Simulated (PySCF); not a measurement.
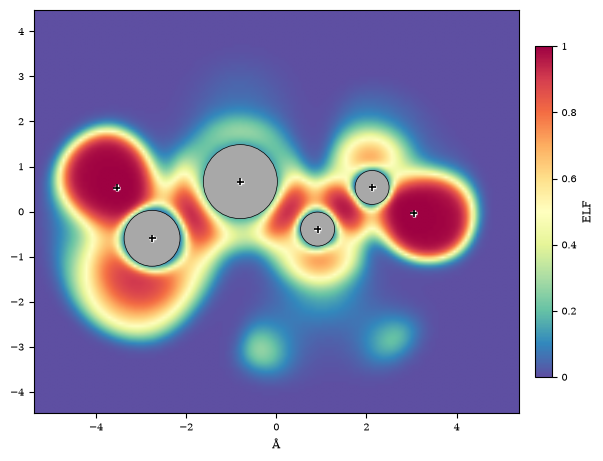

The ELF on a plane through atoms (crosses mark nuclei in the plane; grey discs cover the cores).

Level of theory: CAM-B3LYP/def2-SVPD, SCF density, gas phase in PySCF.

Candidates:
A. AsO2S2 (SMILES [O-][As]([O-])(=S)[S-]) (charge −3)
B. C2H10ClGe2P
C. C7H7NO

Which system is this?

Answer. Candidate B: C2H10ClGe2P on the plane of atoms C1, C2 and Ge4, which holds C, Ge, P and H. C–C (1.52 Å): the ELF peaks at about 0.95 between the atoms: a covalent bond. Ge–P (2.33 Å): the ELF peaks at about 0.90 between the atoms, as expected for a shared electron pair.
